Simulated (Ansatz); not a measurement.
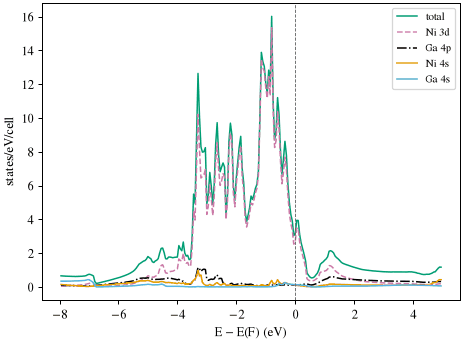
Figure: Total and projected density of states of GaNi3 (Cu3Au type, Pm-3m), PBEsol in the plane-wave PAW code Ansatz

Q: Which orbitals carry the states next to the Fermi level?

A: Within 0.5 eV of the Fermi level: Ni 3d 87 %. Projections are on Löwdin-orthogonalised atomic valence shells; empty p or d shells of many metals are not among them.

Q: Where is the tallest occupied peak in this window, and what makes it?

A: Near -0.8 eV, about 16 states/eV per cell; the largest projected share is Ni 3d.

The workflow started from a Materials Project entry (that database holds measured and hypothetical structures alike); the Crystallography Open Database copy checked does not list it. With Ga and Ni taken as one species the cell has the higher symmetry Fm-3m, so it may be an ordered model of a mixed-site phase. Whether it is the stable phase at ambient conditions was not checked. Symmetry was held in the PBEsol relaxation; whether a distortion lowers the energy is not shown. Spin order of the final state: ferromagnetic, the only order run, not a proven ground state. Spin–orbit coupling is left out wherever it is not named.

Potentials: the later of the program's two PAW sets.
